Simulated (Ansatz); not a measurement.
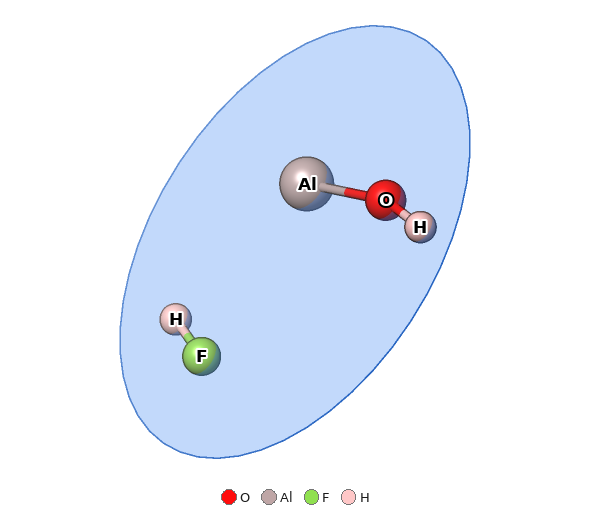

All proper rotation axes (lines) and mirror planes (discs) of the structure are drawn in. Atoms fade into the background with distance from the viewer. The geometry was computed by an optimisation with PBE-D4/def2-SVP. No frequency run is at hand to confirm it as a minimum.

Name the symmetry elements and the point group.

Answer. It has 1 mirror plane. Point group Cs. The group has 2 operations. The geometry is achiral, and symmetry allows a dipole moment.
